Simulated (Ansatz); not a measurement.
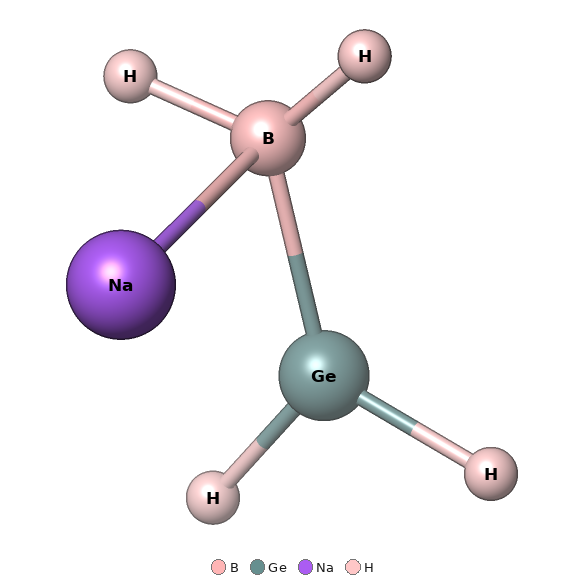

Distant atoms are faded towards the background colour. The geometry was computed by an optimisation with PBE-D4/def2-SVP. No frequency run is at hand to confirm it as a minimum.

### List the symmetry elements and name the point group.

It has 1 mirror plane, so the point group is Cs. The group has 2 operations. The geometry is achiral, and symmetry allows a dipole moment.
